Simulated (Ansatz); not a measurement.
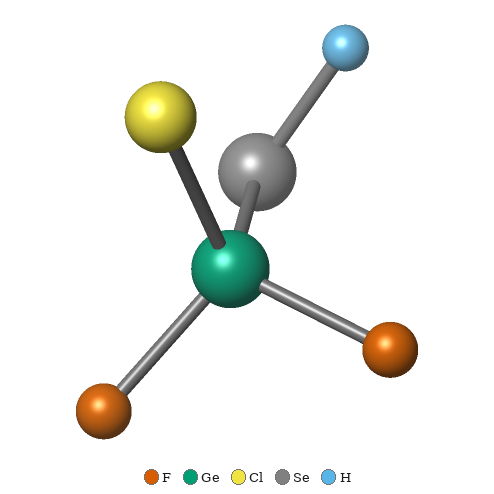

A ball-and-stick model of a molecule. Every bond is drawn as one stick, whatever its order.

Computed geometry: PBE0-D4/def2-TZVP optimisation.

Identify the structure.

The molecule is ClF2GeHSe. Its SMILES string is `[F][Ge]([F])([Cl])[SeH]`. The point group is C1. Coordination: 1 Ge tetrahedral; 1 Se bent.

More results for the same structure follow; atom numbers are the same in all pictures, views and colours differ.

## Dipole moment

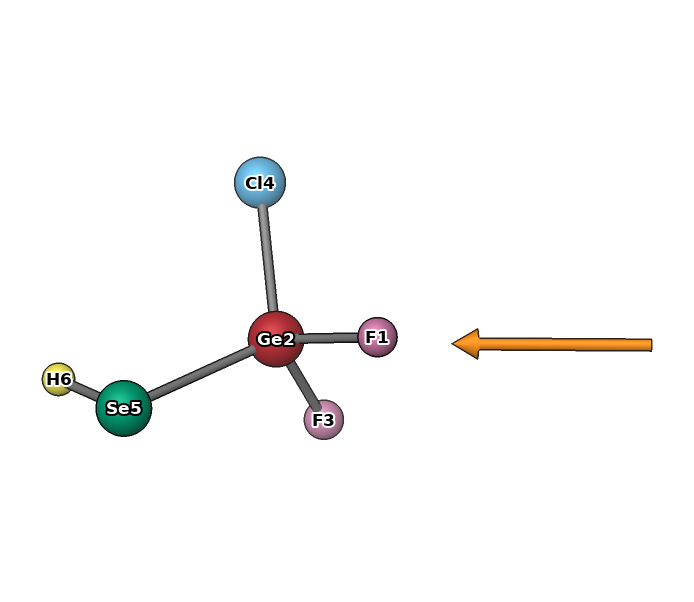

The arrow beside the molecule shows the direction of the dipole moment, from the negative to the positive end (its length means nothing). Method: RKS ωB97M-V/def2-TZVPP (Ansatz 0.2.0).

Estimate the dipole moment.

2.57 D; it points from the side of F1 to the side of H6 (the outermost atoms at the two ends).

## Vibrations

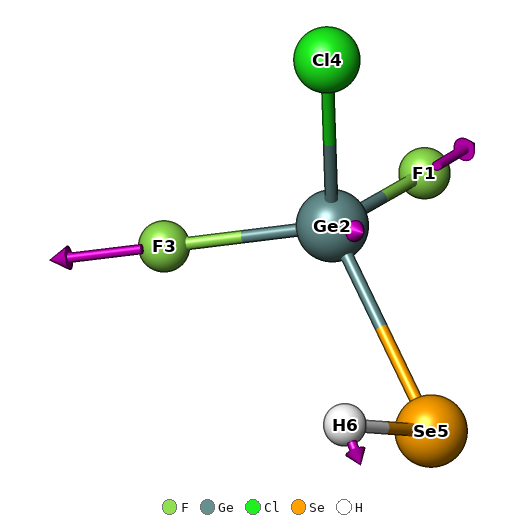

The arrows show one normal mode. Harmonic vibrations computed with RKS PBE0-D4/def2-TZVP (Ansatz 0.2.0) at a stationary point of the same level.

Describe the motion.

Mostly in-phase stretching of 2 Ge–F bonds.

Estimate its harmonic wavenumber.

728 cm⁻¹; it is mode 10 of 12 counted from the lowest.

## Thermal motion

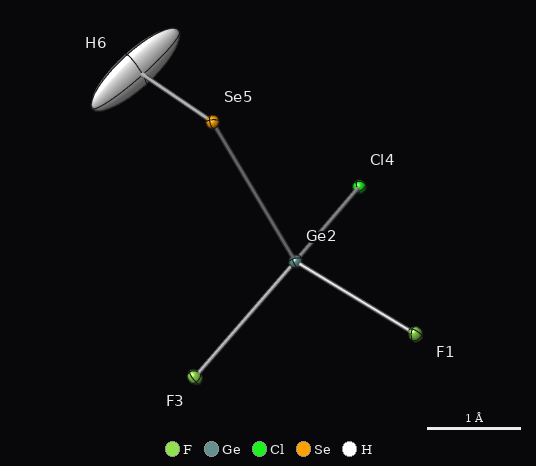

Displacement ellipsoids at the 50 % level, from the internal vibrations of the free molecule (harmonic, no overall translation or rotation; no half-axis is drawn under 0.075 Å). Vibrations computed with RKS PBE0-D4/def2-TZVP (Ansatz 0.2.0). Temperature: 0 K (zero-point motion alone).

List U_eq and the three principal root-mean-square amplitudes for each kind of atom.

```tsv
atom	U_eq (Å²)	rms amplitudes (Å)
F1	0.0028	0.036, 0.052, 0.065
Ge2	0.00056	0.021, 0.024, 0.025
F3	0.0028	0.037, 0.053, 0.064
Cl4	0.0014	0.028, 0.031, 0.050
Se5	0.00038	0.014, 0.019, 0.024
H6	0.0695	0.084, 0.163, 0.418
```
